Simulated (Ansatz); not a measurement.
```xyz
5

O    -0.4708    2.4945   -0.0812
Si    0.2764    1.1766    0.2692
B     0.2993   -0.5331   -0.5937
Cl    1.3379   -1.5740   -1.5559
H     0.4845    0.8325    1.7373
```

Geometry: PBE0-D4/def2-TZVPD.

These are results of RKS PBE0-D4/def2-TZVPPD in Ansatz, not measurements.

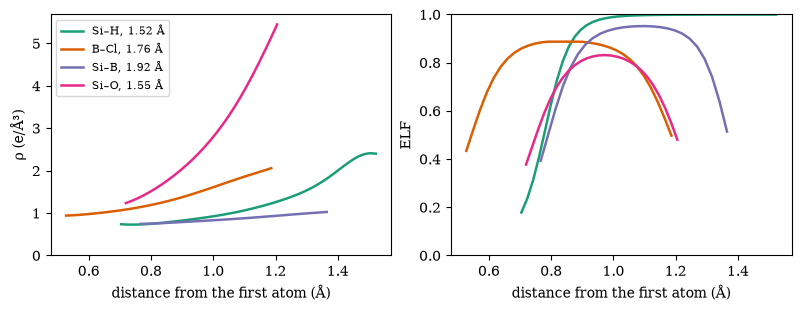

BClHOSi (charge −1). Electron density and ELF along straight lines between neighbouring atoms. The curves leave out the atomic cores.

Q: Compare the contacts.

A: Si–H (1.52 Å): ρ is about 0.73 e/Å³ halfway; the ELF climbs to about 1 towards the hydrogen, as it does in any bond to H.
B–Cl (1.76 Å): the density is about 1.3 e/Å³ at the midpoint; the ELF peaks at about 0.90 between the atoms, as expected for a polar covalent bond.
Si–B (1.92 Å): ρ is about 0.81 e/Å³ halfway; the ELF peaks at about 0.95 between the atoms: localised, covalent bonding.
Si–O (1.55 Å): ρ at the midpoint is about 1.4 e/Å³; the ELF peaks at about 0.85 between the atoms; a short, strongly polar bond.
